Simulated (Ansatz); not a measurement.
# AlF3H2: what the fields show

Input file:

```
crystal:
  periodic: [false, false, false]
  atoms:
    - {symbol: Al, position_ang: [0.267487, -0.587995, 0.114053]}
    - {symbol: F, position_ang: [-0.923213, 1.052232, -0.115968]}
    - {symbol: F, position_ang: [-0.507968, -1.586074, -0.941735]}
    - {symbol: F, position_ang: [0.019645, -0.829201, 1.724201]}
    - {symbol: H, position_ang: [-0.413597, 1.769995, -0.420935]}
    - {symbol: H, position_ang: [1.557548, 0.180943, -0.359617]}
basis:
  gaussian: {orbitals: def2-TZVPP}
hamiltonian: {xc: pbe0, dispersion: d4}
output: {orbitals: {seedname: orbitals}}
```

Launched as:

```sh
ansatz run in.yaml --threads 2 --pin off --events-out ev --progress --plain --max-ram 4352MiB
```

The product side of a reaction path; geometry: PBE0-D4/def2-TZVP.

All numbers below come from RKS PBE0-D4/def2-TZVPP (Ansatz 0.2.0).

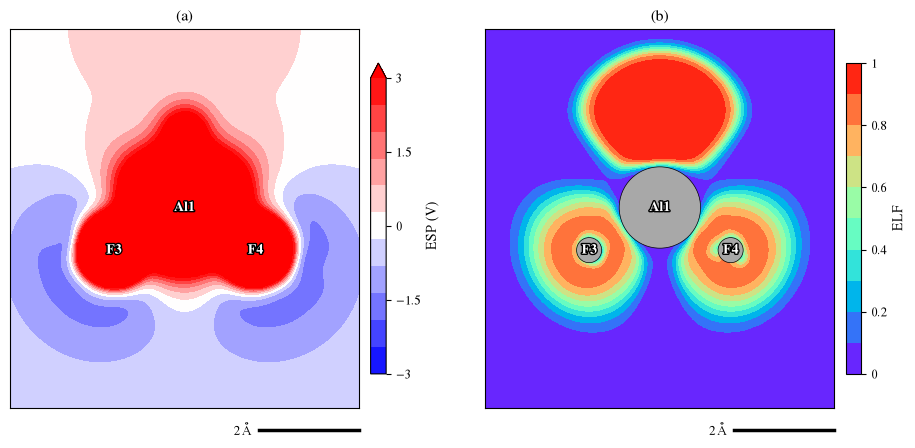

Figure 1. (a) molecular electrostatic potential; (b) ELF on the plane of atoms F3, Al1 and F4. Grey discs cover the atomic cores in the ELF map.

Read the bonding off the picture.

- Atoms in the plane: Al and F.
- Al–F (1.65 Å): the ELF peaks at about 0.85 in the valence shell of F, 0.6 Å from its nucleus, and is about 0.35 at the midpoint.
- The ELF also peaks beside F4 and F3, away from the bonds: lone-pair regions.
- Outside the dense part of the molecule the potential is most negative (−1.7 V) near F3 and F4.

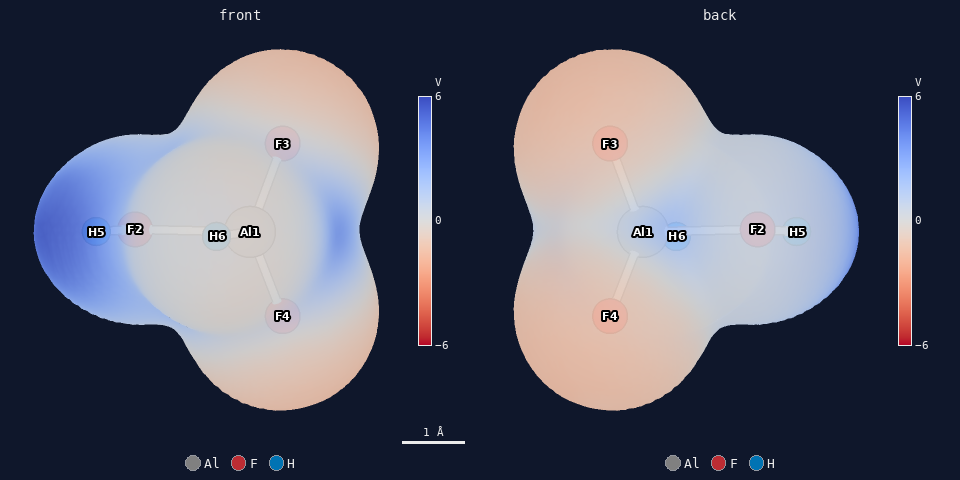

Figure 2. The electrostatic potential painted on the density surface at 0.002 e/bohr³, seen from the front and from behind; the colour scale runs from red (negative) to blue (positive).

Describe the electrostatic potential map.

The most negative region (about −1.5 V, or −35 kcal/mol for a unit charge) lies over F3 and F4, the most positive (about +5.2 V, or +120 kcal/mol for a unit charge) over H5.

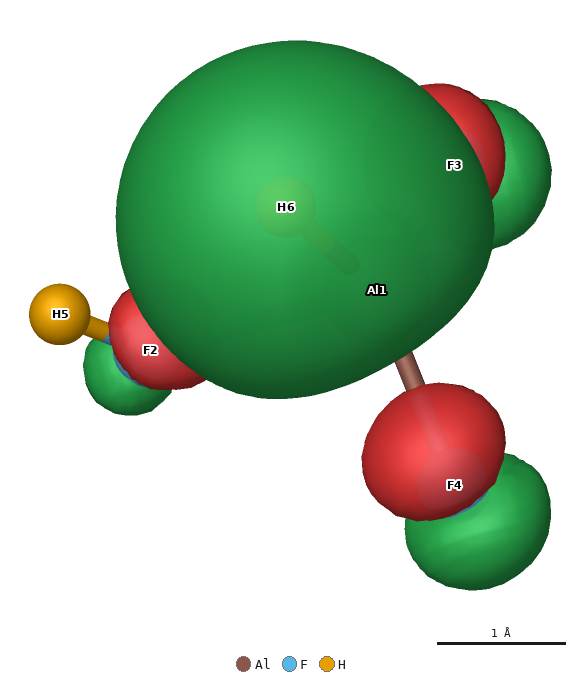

Figure 3. The HOMO at ±0.1 Å⁻³ᐟ² (green and red are the two phases), seen at a tilt.

Where does this orbital lie, and at what energy?

It lies mainly on H6 (about 50 %), Al1 (about 30 %), F4 (about 5 %) and F3 (about 5 %). Its energy is −9.41 eV.
